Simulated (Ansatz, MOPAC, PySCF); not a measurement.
H2 (SMILES [H][H]) and CH3NO (SMILES NC=O) are pulled apart as rigid monomers along the line of their centres of mass, from the B3LYP-D3(BJ)/def2-TZVP minimum. Starting geometry (charge 0, multiplicity 1):
```xyz
8

H     -0.31464    -0.21505     0.47387
H      0.00559    -0.00640    -0.16754
N      0.97303     0.69629     3.30529
C     -0.10162    -0.01667     3.72156
O     -0.89304    -0.56938     2.99126
H      1.15304     0.79253     2.31899
H      1.59399     1.13314     3.96287
H     -0.18780    -0.04553     4.82310
```

Interaction energies with rigid monomers; basis-set methods are counterpoise corrected unless marked otherwise.

Frozen-core correlation. Rows in 6-311+G** carry no dispersion term and start afresh at each structure. The state that AM1 reach isn't checked.

Run with Ansatz (a first-principles code) with Gaussian orbitals; MOPAC for AM1 (differences of heats of formation); PySCF for 6-311+G** rows. Each number belongs to the level named beside it.

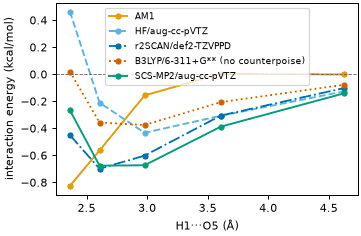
Fig. 1. Interaction energy against separation

Which level binds most strongly at H1···O5 = 2.61, and by how much?

r2SCAN/def2-TZVPPD, -0.7 kcal/mol.
